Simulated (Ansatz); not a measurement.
## Fields on a plane of AlBO3 (space group R-3c)

```yaml
crystal:
  lattice:
    - [2.21901, 1.28115, 4.52168]
    - [-2.21901, 1.28115, 4.52168]
    - [0.00000, -2.56230, 4.52168]
  atoms:
    - { symbol: Al, position: [0.50000, 0.50000, 0.50000] }
    - { symbol: Al, position: [0.00000, 0.00000, 0.00000] }
    - { symbol: B, position: [0.75000, 0.75000, 0.75000] }
    - { symbol: B, position: [0.25000, 0.25000, 0.25000] }
    - { symbol: O, position: [0.75000, 0.44083, 0.05917] }
    - { symbol: O, position: [0.25000, 0.55917, 0.94083] }
    - { symbol: O, position: [0.05917, 0.75000, 0.44083] }
    - { symbol: O, position: [0.94083, 0.25000, 0.55917] }
    - { symbol: O, position: [0.44083, 0.05917, 0.75000] }
    - { symbol: O, position: [0.55917, 0.94083, 0.25000] }
```

The slice is a (0001) plane (indices of the conventional cell) through the point (0.250, 0.250, 0.250) (fractional), spanned by u = [1 0 -1] and v = [-1 2 -1] in vectors of this cell: u (4.44 Å) and v (7.69 Å, at 90° to u). It covers one period; positions are fractions (u, v).

Atoms on it: B at (0.00, 0.00); B at (0.50, 0.50); O at (0.15, 0.15); O at (0.65, 0.65); O at (0.19, 0.50); O at (0.69, 0.00); O at (0.15, 0.85); O at (0.65, 0.35).

Method: LDA (plane waves to 420 eV, PAW, scalar-relativistic; Ansatz, a program for electronic structure). k mesh 9×9×9. These are valence fields of a PAW run, semicore shells included where kept as valence: close to a nucleus they are smooth pseudo fields. AlBO3 was relaxed with its symmetry unable to fall.

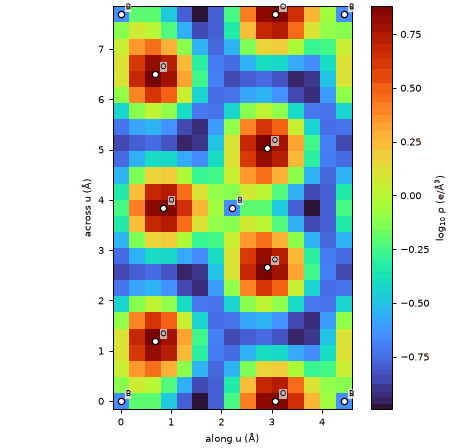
*Log₁₀ of the valence density in e/Å³, one period of the plane, atoms marked. The scale is logarithmic, as a density can span decades between atoms and voids.*

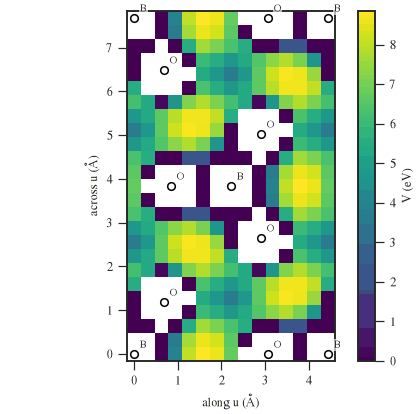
*Electrostatic potential energy of an electron, from the cell's mean, in eV, one period of the plane, atoms marked. Points within 0.6 Å of a nucleus are left white, as the pseudised field means little there. Values under 0 eV are set to 0. The zero, the cell's mean, hangs on the PAW cores.*
